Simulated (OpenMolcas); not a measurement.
# A OpenMolcas job on H6PSi+ (SMILES [SiH3][PH3+])

Wanted: a single-point energy of H6PSi+.

The results are computed with OpenMolcas 26.06.

## 1. The system as given

H6PSi+: 8 atoms, total charge +1, spin state singlet. As SMILES, `[SiH3][PH3+]`. The shape comes from GFN2-xTB, which is rough for such elements, and wasn't checked as a minimum.

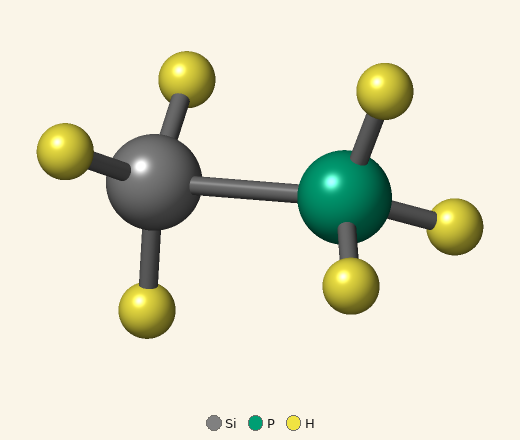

The structure, seen from a chosen angle (silicon grey, phosphorus teal, hydrogen yellow).

## 2. The run

File step20.inp:

```
>>> EXPORT MOLCAS_PRINT=2
&GATEWAY
XBAS
Si.ANO-R1
P.ANO-R1
H.ANO-R1
End of Basis
ZMAT
Si1
P2 1 2.357267
H3 1 1.460429 2 100.28312
H4 1 1.460324 3 116.92636 2 -107.3724
H5 1 1.460488 4 116.87818 3 145.55939
H6 2 1.377641 1 118.07173 4 -60.5884
H7 2 1.377853 6 99.66714 1 128.85392
H8 2 1.377866 6 99.66474 7 101.6377
End of ZMAT
Finite
RX2C
&SEWARD
&RASSCF
FileOrb=$CurrDir/step2.RasOrb
Spin=1
Nactel=10 0 0
Inactive=12
Ras2=10
OrbListing=Nothing
&CASPT2
```

Launch:

```
$ export MOLCAS_MEM=2
$ pymolcas step20.inp > step20.log
```

What it wrote:

```text
--- Start Module: gateway ---

                                              &GATEWAY

                       available to each process: 2.0 MB of memory, 1 thread

---------------------------------------------------------------------------------------------
  Nr.	 Label		Type		Offset		Length	   Atime	  Address
---------------------------------------------------------------------------------------------
  1	FILETABL    	CHAR	-82460531081992	       26929           5	[0xaaaab1ca9060]
  2	DBSC        	CHAR	    -273322840	     1456001          58	[0xf5a9f829c010]
---------------------------------------------------------------------------------------------
Maximal available memory for Molcas = 517070
 ?mma_allo_?D: error: out-of-memory
 label: Shells
  available (kB):          517
  required  (kB):          792

--- Stop Module: gateway /rc=-6 ---

.########################.
.# Non-zero return code #.
.########################.

    Timing: Wall=0.04 User=0.02 System=0.01
```

Wall time 0.2 s (1 thread of Arm Neoverse V2, shared host).

## 3. Reading the log

The program stopped with an error.

The telling line is `?mma_allo_?D: error: out-of-memory`. The cause is that too little memory is allowed.
